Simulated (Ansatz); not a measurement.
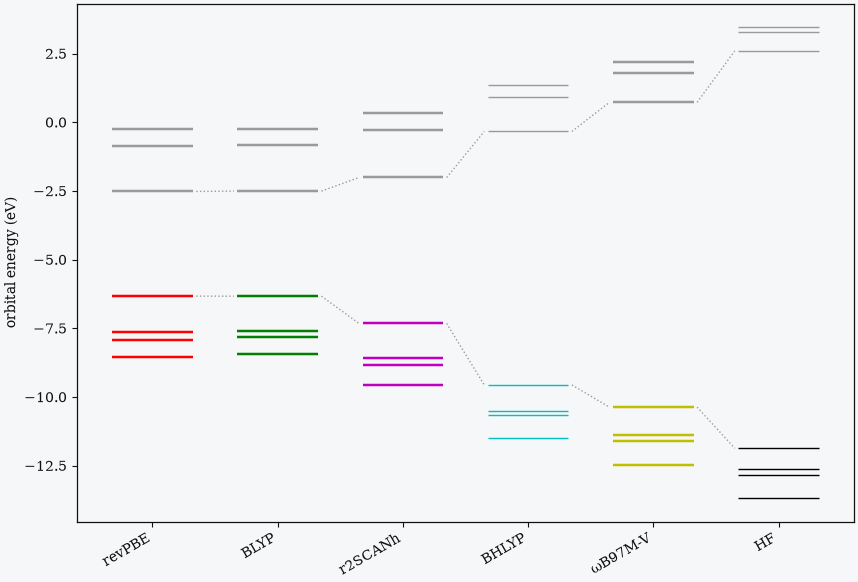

Frontier orbital energies of C₂H₄ClFOSi, SMILES O=C[C@H](F)[SiH2]Cl at one geometry, def2-TZVPP, the Ansatz code 0.2.0, at a PBE0-D4/def2-TZVP geometry (a minimum by its frequencies). Empty levels are grey, levels within 0.1 eV stand side by side; all columns show the same few orbitals around the gap. Dotted lines join the HOMOs and the LUMOs.

Compare the HOMO-LUMO separations.

Answer. The separation grows from 3.81 eV (revPBE) to 14.46 eV (HF).

```csv
level,HOMO (eV),LUMO (eV),separation (eV)
revPBE,−6.33,−2.52,3.81
BLYP,−6.33,−2.51,3.82
r2SCANh,−7.33,−2.01,5.32
BHLYP,−9.57,−0.34,9.23
ωB97M-V,−10.37,0.72,11.10
HF,−11.87,2.59,14.46
```

Limits of at least one run: empty levels above zero depend strongly on the basis; one conformer of a flexible molecule.
